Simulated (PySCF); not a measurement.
**Cl$_{3}$Sb, SMILES `Cl[Sb](Cl)Cl`: what the electrons do**

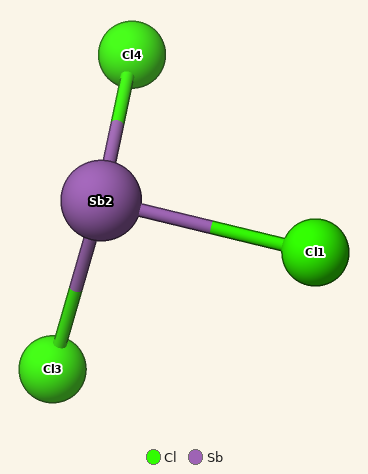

The molecule, with its atoms numbered as below. No frequency check shows the geometry to be a minimum.

Geometry (Å), atoms numbered from 1:

```
Cl1      1.9148    0.5887    0.6216
Sb2      0.0013    0.0021   -0.6193
Cl3     -1.4720    1.3591    0.6199
Cl4     -0.4469   -1.9542    0.6163
```

### 1. Bonding charge

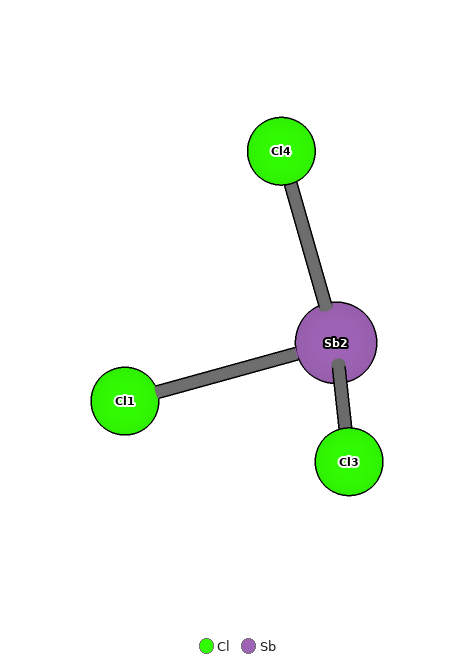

Deformation density (molecule less spherical, spin-averaged free atoms at the same positions), surfaces at ±0.15 e/Å³; yellow: gain, teal: loss.

Method: TPSS/def2-SVP; geometry: GFN2-xTB; program: PySCF. Core potentials replace the inner electrons of Sb; spin–orbit coupling isn't included.

**How much density has each bond gained at its critical point, relative to the free atoms?**

Cl1–Sb2 and Sb2–Cl3: 0.00 e/Å³ at the bond critical point (bond length 2.35 Å, Mayer order 1.0). Sb2–Cl4: 0.00 e/Å³ at the bond critical point (bond length 2.36 Å, Mayer order 1.0). In all, 0.9 electrons gather in the regions of gain relative to the promolecule. A small or negative value marks a very polar bond, one between electron-rich atoms, whose free-atom densities already overlap strongly, a long bond to a heavier atom, or a closed-shell contact such as a hydrogen bond.

### 2. Bond critical points

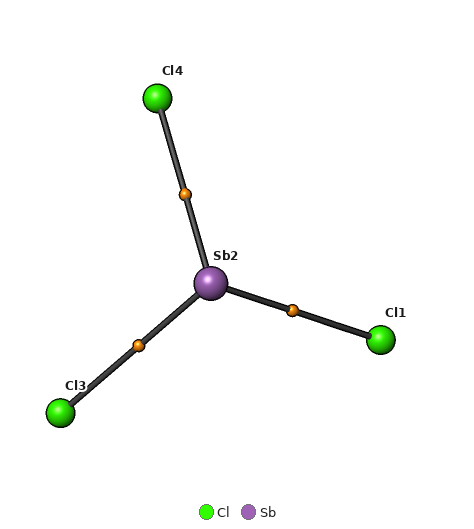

Molecular graph of the electron density (QTAIM): bond paths, bond critical points (orange), ring points (yellow, if any); weak paths are dashed.

**How many critical points of each kind are there, and does the count close?**

4 nuclei, 3 bond, 0 ring and 0 cage critical points: 4 − 3 + 0 − 0 = 1, as the Poincaré–Hopf relation requires.

**Tabulate density, Laplacian, ellipticity and energy density at the bond critical points (atomic units).**

| bond | length (Å) | ρ (a.u.) | ∇²ρ (a.u.) | ε | H (a.u.) |
| --- | --- | --- | --- | --- | --- |
| Cl1–Sb2 (2 alike) | 2.355 | 0.082 | +0.15 | 0.01 | −0.023 |
| Sb2–Cl4 | 2.357 | 0.082 | +0.15 | 0.01 | −0.023 |

**What kind of interaction is Cl1–Sb2?**

Polar or intermediate (positive Laplacian, negative energy density H): ρ = 0.082, ∇²ρ = +0.15, H = −0.023 a.u.

### 3. Local ionisation energy

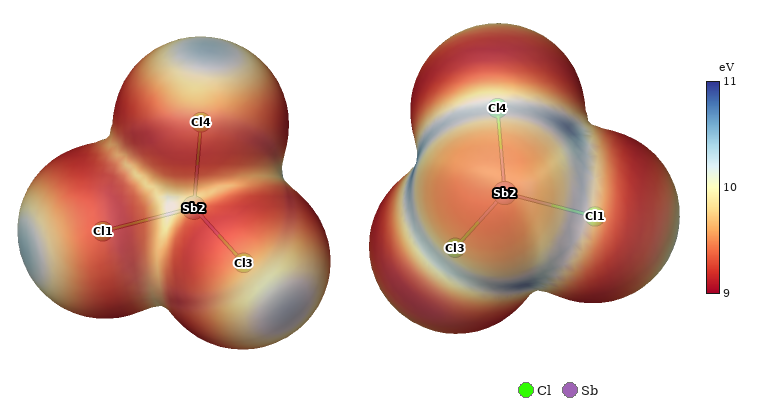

Average local ionisation energy on the surface of electron density 0.001 a.u. (back view left, front view right).

**Locate the minima of the map.**

The lowest value is 9.1 eV, 2.1 Å from Cl4, and at like points elsewhere. Further minima include 9.1 eV, 2.1 Å from Cl4, and at like points elsewhere. For comparison, the highest occupied orbital lies at −7.5 eV.

### 4. In an electric field

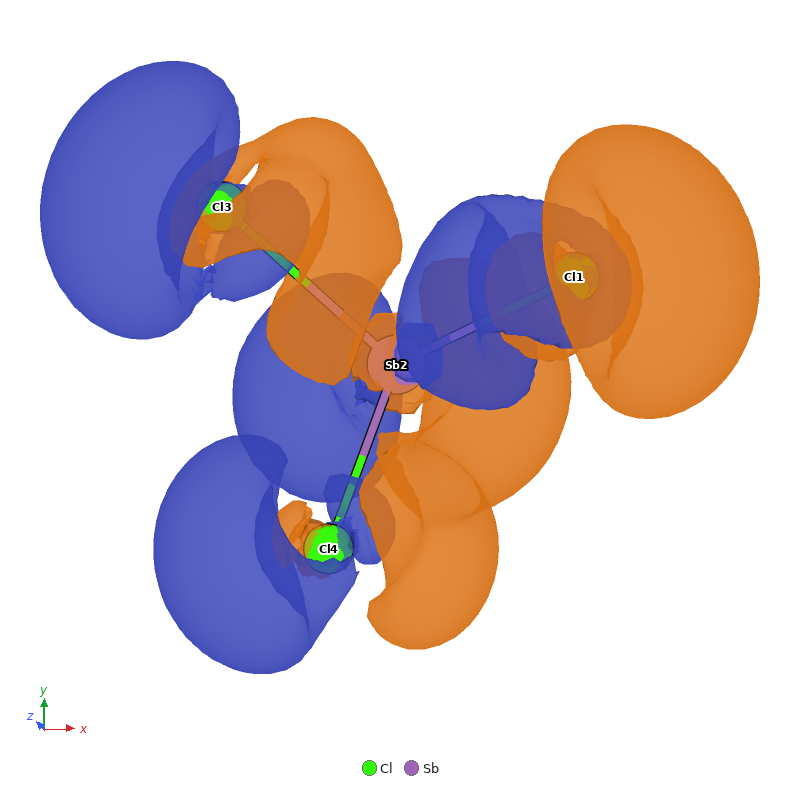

Change of the electron density in a uniform field of 0.10 V/Å, surfaces at ±0.0006 e/Å³ (orange: gain, blue: loss).

Method: PBE0/def2-SVPD; geometry: GFN2-xTB; program: PySCF. Core potentials replace the inner electrons of Sb; spin–orbit coupling isn't included.

**Along which Cartesian direction does the field point?**

Along −x: electrons gather on the +x side, against the field.

**How large is the response?**

The induced dipole is 0.45 D (along the field); α along this axis, from the fields in both directions, is 89 bohr³ (13.2 Å³).

**Which atoms gain and lose the most charge?**

Electrons gather most on Cl1 (Hirshfeld charge changes by −0.014 e) and leave Cl3 most (+0.011 e); 0.034 electrons are displaced in all.

### 5. Removing or adding an electron

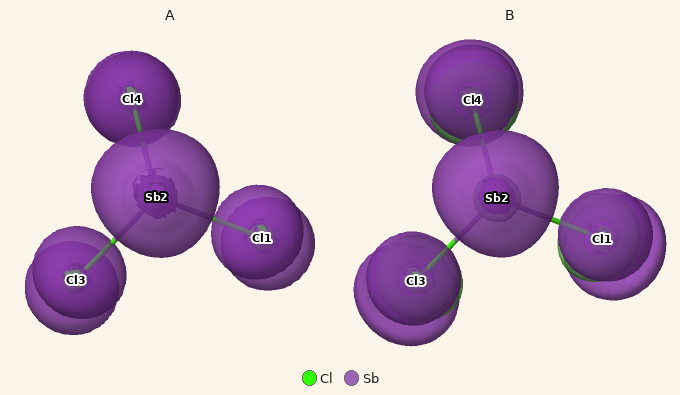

The Fukui function f⁻ from two separate SCF calculations and the density of the HOMO, at ±0.015 e/Å³ (purple positive, green negative).

PySCF calculation, PBE/def2-SVPD, gas phase; geometry: GFN2-xTB. Core potentials replace the inner electrons of Sb; spin–orbit coupling isn't included.

**Which panel is which, and how good is the frozen-orbital picture?**

B is f⁻ (it has negative regions), A the HOMO density. The HOMO lies on Sb2 (28 %) and Cl1, Cl3 and Cl4 (24 % each); f⁻ (Hirshfeld-condensed) is largest on Sb2 (0.26) and Cl1, Cl3 and Cl4 (0.25 each); the vertical ionisation energy is 10.44 eV. Relaxation shifts 2 % of the electron between atoms. The orbital energy is −7.71 eV.
